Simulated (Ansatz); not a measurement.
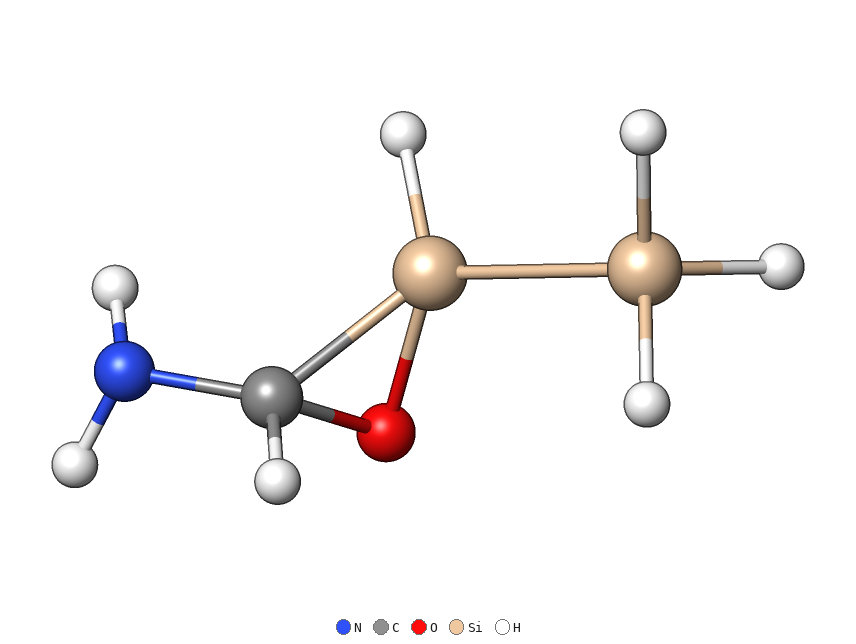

Harmonic vibrations computed with RKS PBE0-D4/def2-TZVP (Ansatz 0.2.0) at a stationary point of the same level.

Q: Minimum or transition state?

A: A minimum: no imaginary frequency, and the lowest mode lies at 84 cm⁻¹.

Q: How many vibrational modes are there, and where do they lie?

A: 30 modes: 84, 103, 131, 249, 355, 418, 433, 505, 527, 548, 680, 737, 755, 799, 873, 932, 933, 982, 1032, 1222, 1251, 1399, 1665, 2201, 2219, 2228, 2239, 3132, 3526, 3625 cm⁻¹.
